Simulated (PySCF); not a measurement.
**CH3BGaN (SMILES N#C[BH][GaH2]) at 5 levels**

We compute a comparison of 5 runs (HF/STO-3G, HF/3-21G, HF/6-31G**, HF/def2-SVP, PBE0/def2-SVP) of CH3BGaN. The job is set up through a Python script.

Program for the calculation: PySCF 2.14.0.

### Step 1. The structure to begin with

The species is CH3BGaN (7 atoms), meant as a singlet with charge 0. SMILES: `N#C[BH][GaH2]`. Geometry: a GFN2-xTB relaxation, a rough one for these elements and not checked as a minimum.

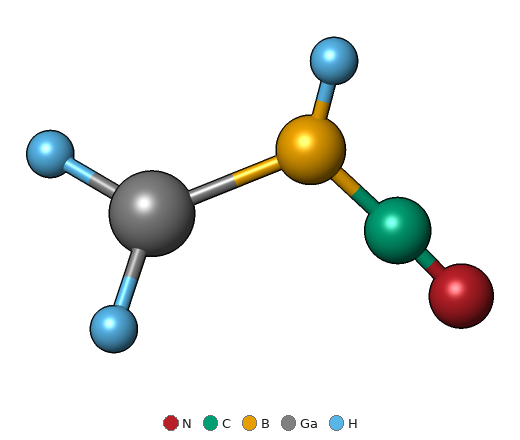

The structure, seen from a chosen angle (nitrogen red, carbon teal, boron amber, gallium grey, hydrogen blue).

### Step 2. Energy and gradient at HF/STO-3G (run 1)

Input file job.py:

```python
import pyscf.grad
from pyscf import gto, scf

system = gto.M(
    atom=[
    ('N', (0.394560, -2.119150, 1.722110)),
    ('C', (0.644910, -1.321380, 0.926900)),
    ('B', (0.900210, -0.254510, -0.094950)),
    ('Ga', (-0.803360, 0.930600, -0.532630)),
    ('H', (1.964350, -0.141980, -0.567950)),
    ('H', (-1.841370, 1.500610, 0.538040)),
    ('H', (-1.259290, 1.405810, -1.991510)),
],
    max_memory=1860,
    verbose=4,
    basis='sto-3g',
    charge=0,
)

mf = scf.RHF(system)
mf.conv_tol = 1e-10
mf.kernel()
if not mf.converged:
    mf = mf.newton().run(mf.mo_coeff, mf.mo_occ)

e_tot = mf.e_tot
print('E(%s) = %.9f' % ('HF', e_tot))
grad = mf.Gradients().kernel()
mf.analyze()
```

On the command line:

```
$ OMP_NUM_THREADS=1 python job.py
```

Log:

```text
PySCF version 2.14.0

[... 108 lines left out ...]
Nuclear Repulsion Energy =             172.568539336878558
[... 9 lines left out ...]
MO #4   energy= -42.0047738715227  occ= 2
[... 7 lines left out ...]
MO #12  energy= -3.98227481418625  occ= 2
[... 7 lines left out ...]
MO #20  energy= -0.40541341447692  occ= 2
[... 7 lines left out ...]
MO #28  energy= 0.194252103018798  occ= 0
[... 7 lines left out ...]
MO #36  energy= 1.32438227350164   occ= 0
[... 46 lines left out ...]
Dipole moment(X, Y, Z, Debye):  0.43374,  1.68275, -1.64182
```

Run time: 9.3 s. Hardware: 1 thread of Intel Xeon at 2.50GHz (Skylake/Cascade Lake), shared host; peak memory 0.12 GiB.

### Step 3. Energy and gradient at HF/3-21G (run 2)

Input file job.py:

```python
from pyscf import gto

mol = gto.M(
    atom=[
    ('N', (0.394560, -2.119150, 1.722110)),
    ('C', (0.644910, -1.321380, 0.926900)),
    ('B', (0.900210, -0.254510, -0.094950)),
    ('Ga', (-0.803360, 0.930600, -0.532630)),
    ('H', (1.964350, -0.141980, -0.567950)),
    ('H', (-1.841370, 1.500610, 0.538040)),
    ('H', (-1.259290, 1.405810, -1.991510)),
],
    basis='3-21g',
    verbose=3,
    max_memory=1860,
)

calc0 = mol.RHF()
calc0.conv_tol = 1e-10
calc0.kernel()
if not calc0.converged:
    calc0 = calc0.newton().run(calc0.mo_coeff, calc0.mo_occ)

e_tot = calc0.e_tot
print('E = %.10f Eh' % e_tot)
grad = calc0.nuc_grad_method().kernel()
calc0.analyze()
```

On the command line:

```
$ OMP_NUM_THREADS=1 python job.py
```

Log:

```text
converged SCF energy = -2031.8662091431
[... 16 lines left out ...]
MO #5   energy= -42.2216063887229  occ= 2
[... 9 lines left out ...]
MO #15  energy= -1.10896122537152  occ= 2
[... 9 lines left out ...]
MO #25  energy= -0.413947640072418 occ= 2
[... 9 lines left out ...]
MO #35  energy= 0.299487432521465  occ= 0
[... 9 lines left out ...]
MO #45  energy= 1.10144029792952   occ= 0
[... 9 lines left out ...]
MO #55  energy= 3.06874911189789   occ= 0
[... 8 lines left out ...]
Dipole moment(X, Y, Z, Debye):  1.08418,  1.52921, -1.70753
```

It took 8.2 s on 1 thread of Intel Xeon at 2.50GHz (Skylake/Cascade Lake), shared host; peak memory 0.13 GiB.

Run 3 isn't shown in full; the table further down has it.

### Step 4. Energy and forces at HF/def2-SVP (run 4)

Input file geometry.xyz:

```xyz
7
CH3BGaN
N      0.394560    -2.119150     1.722110
C      0.644910    -1.321380     0.926900
B      0.900210    -0.254510    -0.094950
Ga    -0.803360     0.930600    -0.532630
H      1.964350    -0.141980    -0.567950
H     -1.841370     1.500610     0.538040
H     -1.259290     1.405810    -1.991510
```

Input file job.py:

```python
from pyscf import gto

system = gto.M(
    atom='geometry.xyz',
    verbose=4,
    max_memory=1860,
    basis='def2-svp',
)

mf = system.RHF()
mf.conv_tol = 1e-10
mf.kernel()
if not mf.converged:
    mf = mf.newton().run(mf.mo_coeff, mf.mo_occ)

e_final = mf.e_tot
print('E(%s) = %.9f' % ('HF', e_final))
grad = mf.nuc_grad_method().kernel()
dip = mf.dip_moment()
pop, q = mf.mulliken_pop()
```

On the command line:

```
$ OMP_NUM_THREADS=1 python job.py
```

Log:

```text
PySCF version 2.14.0

[... 65 lines left out ...]
converged SCF energy = -2041.60570402705
[... 14 lines left out ...]
Dipole moment(X, Y, Z, Debye):  1.15727,  1.65364, -1.82941
[... 97 lines left out ...]
charge of    6H =     -0.18259
```

Wall time 25 s (1 thread of Intel Xeon at 2.50GHz (Skylake/Cascade Lake), shared host); peak memory 0.18 GiB.

### Step 5. Energy and gradient at PBE0/def2-SVP (run 5)

Input file run.py:

```python
from pyscf import gto, dft

system = gto.Mole()
system.atom = '''
N      0.745610    -4.004613     3.254316
C      1.218703    -2.497046     1.751587
B      1.701150    -0.480954    -0.179429
Ga    -1.518130     1.758579    -1.006525
H      3.712084    -0.268303    -1.073270
H     -3.479685     2.835742     1.016748
H     -2.379713     2.656596    -3.763408
'''
system.max_memory = 1860
system.unit = 'bohr'
system.basis = 'def2-svp'
system.verbose = 3
system.build()

calc0 = dft.RKS(system, xc='pbe0')
calc0.grids.level = 5
calc0.conv_tol = 1e-10
calc0.kernel()
if not calc0.converged:
    calc0 = calc0.newton().run(calc0.mo_coeff, calc0.mo_occ)

etot = calc0.e_tot
print(f'total energy: {etot:.8f} hartree')
grad = calc0.nuc_grad_method().kernel()
dip = calc0.dip_moment()
pop, q = calc0.mulliken_pop()
```

On the command line:

```
$ OMP_NUM_THREADS=1 python run.py
```

Log:

```text
converged SCF energy = -2043.55468092749
total energy: -2043.55468093 hartree
[... 10 lines left out ...]
Dipole moment(X, Y, Z, Debye):  0.88710,  1.52924, -1.63813
[... 97 lines left out ...]
charge of    6H =     -0.09524
```

Wall time 74 s (1 thread of Intel Xeon at 2.50GHz (Skylake/Cascade Lake), shared host); peak memory 0.87 GiB.

### Step 6. The series

| run | level | integration grid | energy (Eh) | dipole moment (D) | HOMO energy (eV) | LUMO energy (eV) | wall time |
| --- | --- | --- | --- | --- | --- | --- | --- |
| 1 | HF/STO-3G | – | -2018.078388 | 2.39 | -7.76 | 3.43 | 9.3 s |
| 2 | HF/3-21G | – | -2031.866209 | 2.54 | -10.74 | -0.28 | 8.2 s |
| 3 | HF/6-31G** (spherical functions) | – | -2041.665900 | 2.76 | -10.86 | -0.26 | 36 s |
| 4 | HF/def2-SVP | – | -2041.605704 | 2.72 | -10.95 | -0.36 | 25 s |
| 5 | PBE0/def2-SVP | 5 | -2043.554681 | 2.41 | -8.16 | -3.76 | 74 s |

### Step 7. Summary of results

| quantity | value |
| --- | --- |
| run 5: total energy | -2043.55468 Eh |
| run 5: dipole moment | 2.41 D |
| run 5: HOMO energy | -8.16 eV |
| run 5: LUMO energy | -3.76 eV |
| run 5: HOMO–LUMO gap | 4.40 eV |
| run 5: largest force on an atom | 1.454 eV/Å |

**Reading.** The dipole moment (its size) runs from 2.39 D (HF/STO-3G) to 2.76 D (HF/6-31G**). The HOMO–LUMO gap runs from 4.40 eV (PBE0/def2-SVP) to 11.19 eV (HF/STO-3G). The two ends differ in method and basis. In run 1 the basis is minimal, so the values are rough. All runs together took 2.5 min, the longest 74 s.
